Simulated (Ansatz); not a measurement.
# H7N3OSi: molecular dynamics

Aim: follow the molecule's vibrations and see whether its bonds hold. The start is relaxed first. Runs: 300 steps of 0.25 fs under a Langevin thermostat, set from 200 K to 600 K by a schedule. SMILES of the start: N[Si](N)(N)O.

All numbers below are computed with Ansatz 0.2.0 (RKS PBE/6-31G).

## Step 1: The system as given

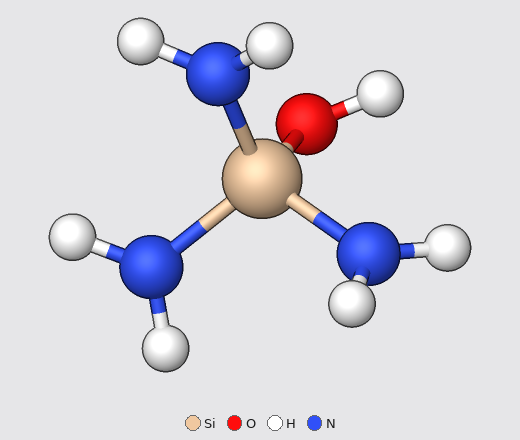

The starting structure, seen from a free direction (silicon light orange, oxygen red, hydrogen white, nitrogen blue).

Coordinates:

```xyz
12

Si    0.0000    0.0000    0.0000
O     0.0000    0.0000    1.6800
H    -0.9095   -0.2814    2.0171
N     1.7163    0.0000   -0.6061
H     2.2145   -0.9180   -0.7868
H     2.2175    0.9180   -0.7783
N    -0.8572    1.4851   -0.6061
H    -1.8773    1.4300   -0.8888
H    -0.3367    2.4058   -0.6766
N    -0.8572   -1.4851   -0.6061
H    -1.3922   -2.1014    0.0704
H    -0.8219   -1.7344   -1.6357
```

## Step 2: Relaxing the start

File input.yaml:

```yaml
crystal:
  periodic: [false, false, false]
  atoms:
    - { symbol: Si, position_ang: [0.0, 0.0, 0.0] }
    - { symbol: O, position_ang: [0.0, 0.0, 1.68] }
    - { symbol: H, position_ang: [-0.9095, -0.2814, 2.0171] }
    - { symbol: "N", position_ang: [1.7163, 0.0, -0.6061] }
    - { symbol: H, position_ang: [2.2145, -0.918, -0.7868] }
    - { symbol: H, position_ang: [2.2175, 0.918, -0.7783] }
    - { symbol: "N", position_ang: [-0.8572, 1.4851, -0.6061] }
    - { symbol: H, position_ang: [-1.8773, 1.43, -0.8888] }
    - { symbol: H, position_ang: [-0.3367, 2.4058, -0.6766] }
    - { symbol: "N", position_ang: [-0.8572, -1.4851, -0.6061] }
    - { symbol: H, position_ang: [-1.3922, -2.1014, 0.0704] }
    - { symbol: H, position_ang: [-0.8219, -1.7344, -1.6357] }
basis:
  gaussian: { orbitals: "6-31G" }
hamiltonian:
  xc: pbe
relax:
  f_tol: 0.02
  max_steps: 40
output:
  orbitals: {}
```

The run is started by

```bash
> ansatz run input.yaml --threads 1 --pin off --max-ram 2048MiB --backend cpu --events-out ev --progress --plain --runs-dir out
```

The log of the run (excerpt; [...] marks lines left out):

```text
Warning: RAYON_NUM_THREADS=1 ignored (pool sized by the plan → 1); use --threads N
[...]
Functional definition: PBE
[...]
902 factors; integrals over basis functions are off by at most 1.7e-4 eV
[...]
mean field -14495.92345970 eV, -532.7153614541 hartree, gradient 4.4e-5 eV, S^2 0.000000; 0 other end points of the search recorded, 0 dependent functions left out
[...]
reference -14495.92349359 eV, -532.7153626994 hartree; 25, 25 occupied and 38, 38 virtual orbitals, 902 factors
relax step   1: F+E_penalty+E_count = -14495.92345970 eV  Δ(F+E_penalty+E_count) = +0.000e0 eV  max|allowed force component| = 3.632e0 eV/Å  Δτ_max = 0.0000 Å  (24 SCF iters, accepted)
[...]
relax step   4: F+E_penalty+E_count = -14496.64050893 eV  Δ(F+E_penalty+E_count) = -4.777e-2 eV  max|allowed force component| = 3.066e-1 eV/Å  Δτ_max = 0.2000 Å  (26 SCF iters, accepted)
[...]
relax step   7: F+E_penalty+E_count = -14496.70086215 eV  Δ(F+E_penalty+E_count) = -4.032e-2 eV  max|allowed force component| = 1.457e-1 eV/Å  Δτ_max = 0.2000 Å  (27 SCF iters, accepted)
[...]
relax step  10: F+E_penalty+E_count = -14496.74262712 eV  Δ(F+E_penalty+E_count) = +1.667e-2 eV  max|allowed force component| = 4.952e-1 eV/Å  Δτ_max = 0.1999 Å  (27 SCF iters, rejected (line search))
[...]
relax step  12: F+E_penalty+E_count = -14496.77456545 eV  Δ(F+E_penalty+E_count) = -7.936e-4 eV  max|allowed force component| = 4.434e-2 eV/Å  Δτ_max = 0.1000 Å  (26 SCF iters, accepted)
[...]
902 factors; integrals over basis functions are off by at most 1.6e-4 eV
mean field -14496.77613410 eV, -532.7466966606 hartree, gradient 1.8e-5 eV, S^2 0.000000; 1 other end points of the search recorded, 0 dependent functions left out
[...]
reference -14496.77616805 eV, -532.7466979080 hartree; 25, 25 occupied and 38, 38 virtual orbitals, 902 factors
Total energy: -14496.77616805 eV, -532.7466979080 hartree
Atom 0 at    -0.011480    -0.033688    -0.076373 Å, force    -0.002373     0.001865     0.006688 eV/Å
Atom 1 at     0.120230    -0.284357     1.648056 Å, force    -0.017223    -0.004368     0.008224 eV/Å
Atom 2 at    -0.708138    -0.491474     2.133172 Å, force     0.014293     0.003409    -0.005813 eV/Å
Atom 3 at     1.693648     0.109360    -0.449575 Å, force     0.009456     0.000893    -0.007304 eV/Å
Atom 4 at     2.395989    -0.157412     0.232545 Å, force    -0.006559    -0.001758     0.000121 eV/Å
Atom 5 at     2.042192     0.380124    -1.362059 Å, force     0.000688    -0.000108    -0.001384 eV/Å
Atom 6 at    -0.772802     1.385929    -0.773878 Å, force    -0.000950    -0.007162    -0.002923 eV/Å
Atom 7 at    -1.775528     1.452004    -0.920548 Å, force    -0.002127     0.003473    -0.001832 eV/Å
Atom 8 at    -0.267166     2.263049    -0.851512 Å, force     0.001994     0.003707     0.004995 eV/Å
Atom 9 at    -1.062546    -1.340477    -0.634392 Å, force    -0.000469     0.003104    -0.003183 eV/Å
Atom 10 at    -1.032023    -2.269753    -0.224597 Å, force     0.002355     0.001269     0.001882 eV/Å
Atom 11 at    -1.526076    -1.294704    -1.537839 Å, force     0.000915    -0.004324     0.000529 eV/Å
Dipole moment:    -0.276651    -0.036194    -0.321337 e Å
```

Wall time 80 s (1 thread of Arm Neoverse N1, shared host); peak memory 0.14 GiB.

Relaxation path:

```tsv
step	energy from step 1 (eV)	largest force component (eV/Å)
1	0.0000	3.6325
2	-0.5256	1.8793
3	-0.6693	1.0686
4	-0.7170	0.3066
5	-0.7314	0.2637
6	-0.7371	0.6326
7	-0.7774	0.1457
8	-0.7916	0.5705
9	-0.8358	0.2019
10x	-0.8192	0.4952
11	-0.8503	0.0436
12	-0.8511	0.0443
13	-0.8527	0.0172
```

Step 1 is the start. 1 step was tried and not accepted (10; marked x where the table lists them).

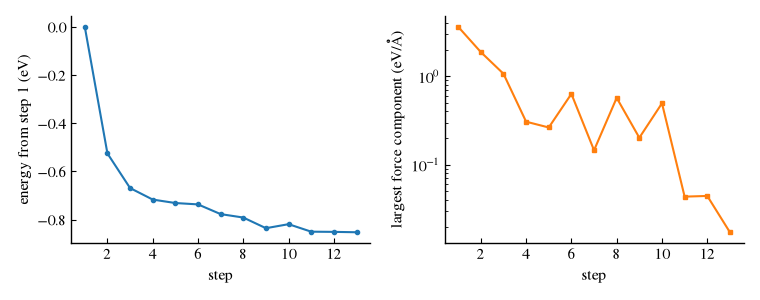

How energy and force went from step to step.

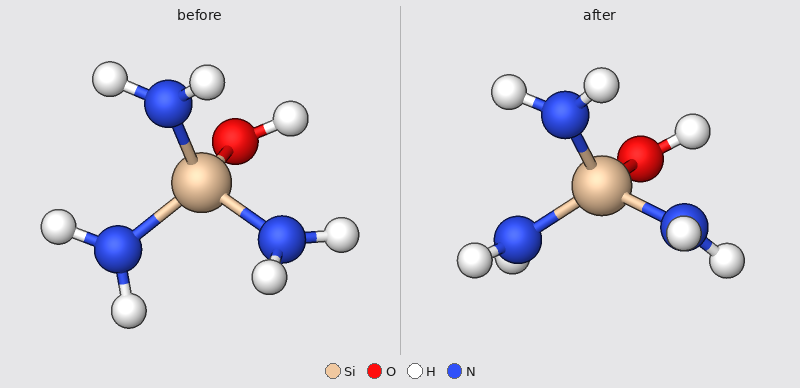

The structure before (left) and after (right), drawn at the same scale.

After: Bond lengths: Si1–O2 1.748 Å, O2–H3 0.982 Å, Si1–N4 1.751 Å, N4–H5 1.015 Å, N4–H6 1.014 Å, Si1–N7 1.755 Å, N7–H8 1.016 Å, N7–H9 1.015 Å, Si1–N10 1.767 Å, N10–H11 1.016 Å, N10–H12 1.016 Å. Angles (14 of 16 angles, heavy atoms first): O2–Si1–N4 98.5°, O2–Si1–N7 122.7°, O2–Si1–N10 104.5°, N4–Si1–N7 105.8°, N4–Si1–N10 124.9°, N7–Si1–N10 102.4°, Si1–O2–H3 117.0°, Si1–N4–H5 120.6°, Si1–N4–H6 123.3°, Si1–N7–H8 122.6°, Si1–N7–H9 120.9°, Si1–N10–H11 122.1°, Si1–N10–H12 121.2°, H5–N4–H6 115.9°.

## Step 3: Dynamics

300 steps of 0.25 fs under a Langevin thermostat, set from 200 K to 600 K by a schedule, from the relaxed start.

File input.yaml:

```yaml
crystal:
  periodic: [false, false, false]
  atoms:
    - { symbol: Si, position_ang: [-0.01148, -0.033688, -0.076373] }
    - { symbol: O, position_ang: [0.12023, -0.284357, 1.648056] }
    - { symbol: H, position_ang: [-0.708138, -0.491474, 2.133172] }
    - { symbol: "N", position_ang: [1.693648, 0.10936, -0.449575] }
    - { symbol: H, position_ang: [2.395989, -0.157412, 0.232545] }
    - { symbol: H, position_ang: [2.042192, 0.380124, -1.362059] }
    - { symbol: "N", position_ang: [-0.772802, 1.385929, -0.773878] }
    - { symbol: H, position_ang: [-1.775528, 1.452004, -0.920548] }
    - { symbol: H, position_ang: [-0.267166, 2.263049, -0.851512] }
    - { symbol: "N", position_ang: [-1.062546, -1.340477, -0.634392] }
    - { symbol: H, position_ang: [-1.032023, -2.269753, -0.224597] }
    - { symbol: H, position_ang: [-1.526076, -1.294704, -1.537839] }
basis:
  gaussian: { orbitals: "6-31G" }
hamiltonian:
  xc: pbe
md:
  timestep: 0.25
  n_steps: 300
  ensemble: nvt_langevin
  temperature: 200.0
  initial_velocities: maxwell_boltzmann
  seed: 516467
  friction: 0.01
  temperature_schedule:
    - { n_steps: 75, end_temperature: 200.0 }
    - { n_steps: 225, end_temperature: 600.0 }
```

The run is started by

```bash
> ansatz run input.yaml --threads 1 --pin off --max-ram 2048MiB --backend cpu --events-out ev --progress --plain --runs-dir out
```

The log of the run (excerpt; [...] marks lines left out):

```text
Warning: RAYON_NUM_THREADS=1 ignored (pool sized by the plan → 1); use --threads N
[...]
Functional definition: PBE
[...]
902 factors; integrals over basis functions are off by at most 1.6e-4 eV
[...]
mean field -14496.77610367 eV, -532.7466955420 hartree, gradient 6.1e-5 eV, S^2 0.000000; 0 other end points of the search recorded, 0 dependent functions left out
[...]
reference -14496.77613761 eV, -532.7466967895 hartree; 25, 25 occupied and 38, 38 virtual orbitals, 902 factors
md step     0: t =     0.00 fs  T =   183.3 K (target 200.0 K)  F+E_penalty+E_count = -14496.77610367 eV  E_kin = 0.284372 eV  (24 SCF iters)
[...]
md step    22: t =     5.50 fs  T =   132.3 K (target 200.0 K)  F+E_penalty+E_count = -14496.65674731 eV  E_kin = 0.205195 eV  (22 SCF iters)
[...]
md step    44: t =    11.00 fs  T =    75.3 K (target 200.0 K)  F+E_penalty+E_count = -14496.54955332 eV  E_kin = 0.116771 eV  (22 SCF iters)
[...]
md step    66: t =    16.50 fs  T =   109.5 K (target 200.0 K)  F+E_penalty+E_count = -14496.58205667 eV  E_kin = 0.169881 eV  (21 SCF iters)
[...]
md step    87: t =    21.75 fs  T =   133.0 K (target 220.4 K)  F+E_penalty+E_count = -14496.63439948 eV  E_kin = 0.206350 eV  (22 SCF iters)
md step    88: t =    22.00 fs  T =   135.5 K (target 222.2 K)  F+E_penalty+E_count = -14496.64183496 eV  E_kin = 0.210131 eV  (22 SCF iters)
```

## Step 4: More of the same log: dynamics from the start

Output, continued (excerpt; [...] marks lines left out):

```text
md step    89: t =    22.25 fs  T =   136.8 K (target 224.0 K)  F+E_penalty+E_count = -14496.64827368 eV  E_kin = 0.212136 eV  (22 SCF iters)
[...]
md step   118: t =    29.50 fs  T =   138.9 K (target 275.6 K)  F+E_penalty+E_count = -14496.64068791 eV  E_kin = 0.215447 eV  (23 SCF iters)
[...]
md step   147: t =    36.75 fs  T =   126.3 K (target 327.1 K)  F+E_penalty+E_count = -14496.65055518 eV  E_kin = 0.195933 eV  (22 SCF iters)
[...]
md step   176: t =    44.00 fs  T =   105.8 K (target 378.7 K)  F+E_penalty+E_count = -14496.56517900 eV  E_kin = 0.164147 eV  (22 SCF iters)
[...]
md step   203: t =    50.75 fs  T =   151.0 K (target 426.7 K)  F+E_penalty+E_count = -14496.57241398 eV  E_kin = 0.234150 eV  (23 SCF iters)
md step   204: t =    51.00 fs  T =   145.8 K (target 428.4 K)  F+E_penalty+E_count = -14496.57411884 eV  E_kin = 0.226134 eV  (23 SCF iters)
```

## Step 5: More of the same log: dynamics from the start

The log, continued (excerpt; [...] marks lines left out):

```text
md step   205: t =    51.25 fs  T =   143.2 K (target 430.2 K)  F+E_penalty+E_count = -14496.57506893 eV  E_kin = 0.222125 eV  (23 SCF iters)
[...]
md step   228: t =    57.00 fs  T =   179.7 K (target 471.1 K)  F+E_penalty+E_count = -14496.63933157 eV  E_kin = 0.278735 eV  (22 SCF iters)
[...]
md step   251: t =    62.75 fs  T =   214.7 K (target 512.0 K)  F+E_penalty+E_count = -14496.59459551 eV  E_kin = 0.333021 eV  (23 SCF iters)
[...]
md step   274: t =    68.50 fs  T =   193.1 K (target 552.9 K)  F+E_penalty+E_count = -14496.45447627 eV  E_kin = 0.299521 eV  (21 SCF iters)
[...]
md step   299: t =    74.75 fs  T =   291.7 K (target 597.3 K)  F+E_penalty+E_count = -14496.52139279 eV  E_kin = 0.452428 eV  (23 SCF iters)
[...]
md step   300: t =    75.00 fs  T =   318.4 K (target 599.1 K)  F+E_penalty+E_count = -14496.54262848 eV  E_kin = 0.493878 eV  (25 SCF iters)
[...]
Atom 2 at    -0.597178     0.005348     2.320999 Å, force     0.767054     0.013109    -0.841461 eV/Å
Atom 3 at     1.706253    -0.046409    -0.394310 Å, force     1.378763    -0.330999    -2.071867 eV/Å
Atom 4 at     2.461654    -0.146030     0.266440 Å, force     0.011245    -0.148299     0.405990 eV/Å
Atom 5 at     2.039854    -0.047433    -1.392090 Å, force    -0.511560     0.064573     1.327497 eV/Å
Atom 6 at    -0.513562     1.436809    -0.825851 Å, force     0.312173    -0.988155     0.090667 eV/Å
Atom 7 at    -1.427001     1.564014    -1.208329 Å, force    -0.772273     0.283802    -0.164000 eV/Å
Atom 8 at     0.161432     2.168244    -1.002271 Å, force     0.079853     0.126631     0.014221 eV/Å
Atom 9 at    -1.204330    -1.297607    -0.462145 Å, force     0.830755     0.472911     0.085178 eV/Å
Atom 10 at    -1.148670    -2.211866    -0.013247 Å, force    -0.163391     0.041446    -0.067783 eV/Å
Atom 11 at    -1.590895    -1.307159    -1.408112 Å, force    -0.014947    -0.042079     0.203146 eV/Å
Dipole moment:    -0.160223    -0.156860    -0.386710 e Å
```

It took 26 min on 1 thread of Arm Neoverse N1, shared host; peak memory 0.12 GiB.

## Step 6: The trajectory

One step in 12; energies are changes from step 0:

```tsv
time (fs)	T (K)	potential energy change (meV/atom)
0.0	183	0.0
3.0	160	5.5
6.0	119	11.6
9.0	104	14.4
12.0	77	19.6
15.0	105	17.2
18.0	148	11.7
21.0	123	13.3
24.0	130	10.6
27.0	153	8.0
30.0	135	11.2
33.0	123	10.5
36.0	116	11.2
39.0	114	14.7
42.0	143	14.7
45.0	115	18.2
48.0	124	18.6
51.0	146	16.8
54.0	133	17.3
57.0	180	11.4
60.0	183	13.6
63.0	201	16.3
66.0	212	16.5
69.0	195	27.6
72.0	228	23.4
75.0	318	19.5
```

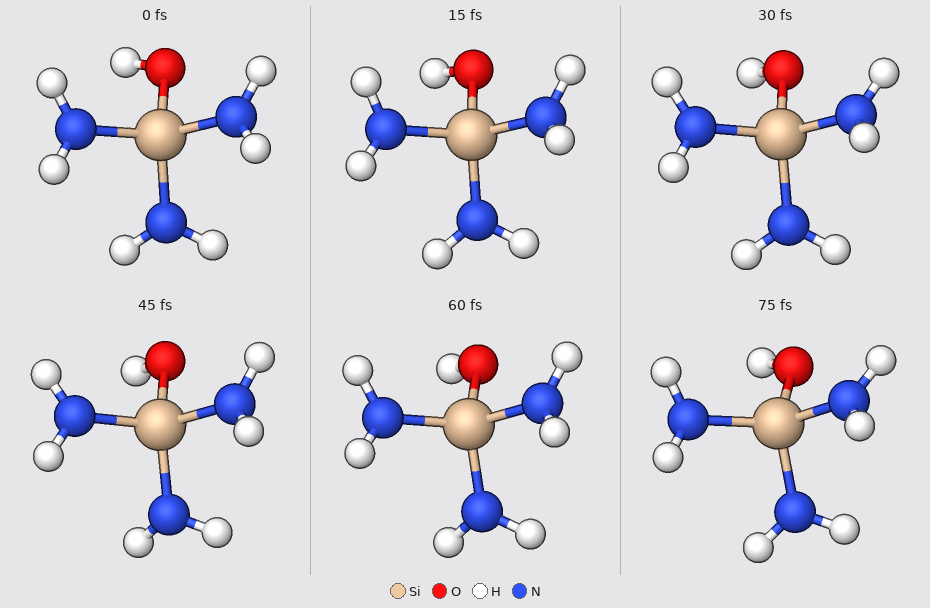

The system at six times, viewed from a chosen angle. Sticks join atoms within a bonding distance in each frame.

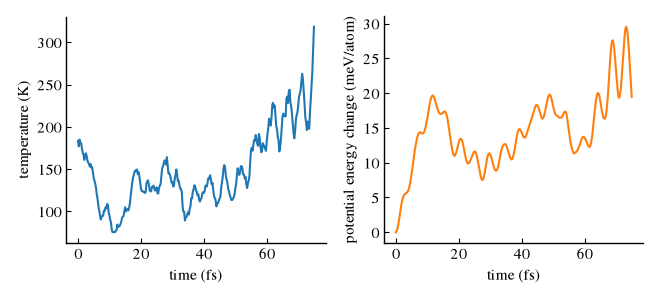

Time series of the run, each on its own scale.

## Step 7: Positions and forces

Positions (Å) and forces (eV/Å):

```xyz
12
time_fs=9.5 T=107 dE=0.1815
Si   -0.011   -0.012   -0.067    0.711   -1.920    0.038
O     0.094   -0.278    1.640   -0.548   -0.024    0.501
H    -0.810   -0.399    2.034    0.453   -0.013    0.107
N     1.690    0.118   -0.449    0.377   -0.101   -0.118
H     2.385   -0.140    0.238    0.138   -0.063    0.285
H     2.074    0.207   -1.385   -0.236    0.088   -0.004
N    -0.719    1.325   -0.780   -0.390    2.135   -0.991
H    -1.674    1.376   -1.095   -0.329    0.139    0.007
H    -0.146    2.155   -0.925   -0.297    0.018   -0.020
N    -1.081   -1.318   -0.616    0.459   -0.392    0.576
H    -0.930   -2.245   -0.214   -0.204    0.026   -0.049
H    -1.526   -1.342   -1.521   -0.133    0.105   -0.332
12
time_fs=18.8 T=149 dE=0.1319
Si    0.008   -0.025   -0.059   -0.650   -0.073   -0.376
O     0.059   -0.261    1.654   -0.376    0.079    0.598
H    -0.829   -0.290    2.104    0.598   -0.011   -0.245
N     1.691    0.113   -0.452    0.296   -0.283    0.016
H     2.344   -0.137    0.273    0.565   -0.050    0.150
H     2.036    0.082   -1.407    0.035    0.113    0.126
N    -0.700    1.358   -0.819   -0.014    0.560   -0.448
H    -1.631    1.358   -1.210   -0.344    0.116    0.084
H    -0.143    2.184   -1.023   -0.073   -0.060    0.115
N    -1.069   -1.316   -0.589   -0.039   -0.928   -0.138
H    -0.956   -2.255   -0.189   -0.139    0.325   -0.006
H    -1.547   -1.347   -1.491    0.141    0.213    0.125
12
time_fs=28.0 T=155 dE=0.0950
Si    0.012   -0.035   -0.055   -0.429    0.670    0.046
O     0.049   -0.229    1.696   -0.072    0.204   -0.048
H    -0.791   -0.170    2.221    0.411   -0.012   -0.465
N     1.723    0.085   -0.444   -0.401   -0.187   -0.493
H     2.428   -0.099    0.244    0.453   -0.116    0.447
H     2.035    0.023   -1.416   -0.056    0.131    0.300
N    -0.693    1.391   -0.874   -0.220   -0.954    0.240
H    -1.680    1.419   -1.133    0.186    0.127    0.128
H    -0.162    2.233   -1.059    0.137    0.061    0.047
N    -1.052   -1.345   -0.577   -0.065   -0.093   -0.046
H    -1.114   -2.244   -0.085    0.000    0.452   -0.331
H    -1.536   -1.268   -1.472    0.057   -0.284    0.175
12
time_fs=37.5 T=125 dE=0.1350
Si    0.008   -0.016   -0.047    0.293   -0.158   -0.042
O     0.064   -0.195    1.723   -0.420    0.345   -0.209
H    -0.770   -0.040    2.252    0.610   -0.119   -0.544
N     1.750    0.046   -0.437   -1.381    0.183   -0.859
H     2.459   -0.128    0.236    0.663   -0.207    0.748
H     2.055    0.068   -1.414   -0.079    0.001    0.380
N    -0.670    1.390   -0.911   -0.523   -0.537    0.535
H    -1.680    1.577   -0.945    0.412   -0.175   -0.077
H    -0.099    2.206   -1.076    0.288    0.249   -0.038
N    -1.034   -1.360   -0.569   -0.366    0.709   -0.450
H    -1.235   -2.157    0.019    0.101   -0.206    0.078
H    -1.570   -1.310   -1.447    0.403   -0.084    0.479
12
time_fs=47.0 T=142 dE=0.1985
Si    0.012   -0.010   -0.039    0.575   -0.676   -0.658
O     0.087   -0.155    1.719   -0.843    0.408    0.142
H    -0.784    0.056    2.181    0.919   -0.281   -0.366
N     1.757    0.045   -0.458   -1.191    0.312   -0.979
H     2.417   -0.215    0.239    0.757   -0.226    0.629
H     2.130    0.160   -1.418   -0.443   -0.183    0.857
N    -0.636    1.385   -0.893   -0.236    0.198    0.401
H    -1.585    1.752   -0.785    0.238   -0.264   -0.222
H     0.060    2.084   -1.122    0.070    0.374   -0.108
N    -1.042   -1.351   -0.545   -0.194    0.406    0.266
H    -1.241   -2.131    0.076    0.115   -0.066   -0.143
H    -1.584   -1.322   -1.409    0.233   -0.002    0.183
12
time_fs=56.2 T=184 dE=0.1399
Si    0.018   -0.025   -0.040    0.368   -0.264   -0.346
O     0.106   -0.103    1.695   -0.621    0.145    0.616
H    -0.731    0.086    2.210    0.710   -0.237   -0.432
N     1.740    0.035   -0.441   -0.462    0.169   -1.435
H     2.413   -0.254    0.229    0.771   -0.267    0.762
H     2.117    0.171   -1.399   -0.511   -0.181    0.910
N    -0.582    1.381   -0.863   -1.001    0.354    0.028
H    -1.534    1.747   -0.799    0.145   -0.326   -0.166
H     0.083    2.068   -1.162    0.519    0.522   -0.125
N    -1.081   -1.325   -0.514    0.047   -0.106    0.279
H    -1.143   -2.191    0.020    0.007    0.094   -0.065
H    -1.529   -1.359   -1.425    0.027    0.097   -0.025
12
time_fs=65.5 T=214 dE=0.2099
Si    0.015   -0.043   -0.038    0.130    0.824    0.515
O     0.150   -0.054    1.692   -0.585   -0.154    0.841
H    -0.609    0.065    2.331    0.581   -0.145   -0.826
N     1.714    0.005   -0.410   -0.261   -0.079   -2.007
H     2.439   -0.192    0.245    0.642   -0.178    0.367
H     1.945    0.102   -1.424    0.247   -0.154    1.259
N    -0.522    1.403   -0.846   -0.691   -0.636   -0.060
H    -1.504    1.591   -0.955   -0.397    0.317   -0.227
H     0.120    2.119   -1.119    0.366    0.520   -0.029
N    -1.137   -1.292   -0.496    0.105   -0.341   -0.152
H    -1.058   -2.179   -0.010   -0.211   -0.233    0.175
H    -1.534   -1.393   -1.431    0.074    0.259    0.146
12
time_fs=75.0 T=318 dE=0.2335
Si    0.022   -0.048   -0.018   -1.056    0.824   -0.192
O     0.190    0.006    1.698   -0.862   -0.317    1.210
H    -0.597    0.005    2.321    0.767    0.013   -0.842
N     1.706   -0.046   -0.394    1.379   -0.331   -2.072
H     2.462   -0.146    0.266    0.011   -0.148    0.406
H     2.040   -0.047   -1.392   -0.512    0.065    1.327
N    -0.514    1.437   -0.826    0.312   -0.988    0.091
H    -1.427    1.564   -1.208   -0.772    0.284   -0.164
H     0.161    2.168   -1.002    0.080    0.127    0.014
N    -1.204   -1.298   -0.462    0.831    0.473    0.085
H    -1.149   -2.212   -0.013   -0.163    0.041   -0.068
H    -1.591   -1.307   -1.408   -0.015   -0.042    0.203
```

## Step 8: What came out

```
                        quantity                          value
         relaxation of the start       11 moves, 0.853 eV lower
                          length           300 steps of 0.25 fs
temperature, first and last step                  183 and 318 K
        temperature, second half  mean 172 K, from 106 to 318 K
   potential energy, second half    +17 meV/atom from the start
          bonds formed or broken                              0
```

What this shows: The set-point goes from 200 to 600 K in 75 fs, and the last tenth of the run averages 228 K. Such a rate, of order 10^16 K/s, is far beyond any furnace or quench, and the atoms lag the set-point. No bond forms or breaks. 75 fs on 12 atoms is far too short and small for converged averages. The nuclei move classically, without zero-point motion, which matters most for hydrogen. In so small a basis the energies are only a sketch.
